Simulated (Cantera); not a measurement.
A closed system holds: 1 mol AlN, a varied amount of O₂, held at 1175 K and 0.133 bar.

These are equilibrium values from Cantera (NASA tables, ideal gas, pure condensed phases), not measurements of a reactor. Candidate condensed phases: Al, AlN, Al₂O₃; 16 gas species. Mutual solubility and eutectic melting of coexisting phases are not modelled. Kinetics and transport are ignored.

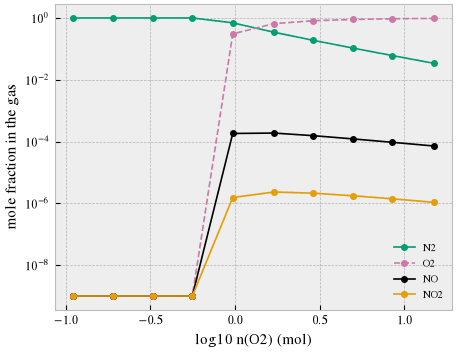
*Equilibrium gas composition (values under 1e-9 drawn at 1e-9)*

From 0.11 mol O₂ to 0.56 mol O₂ the condensed part is AlN(s) + Al₂O₃(s). From 0.97 mol O₂ to 15 mol O₂ the condensed part is Al₂O₃(s).
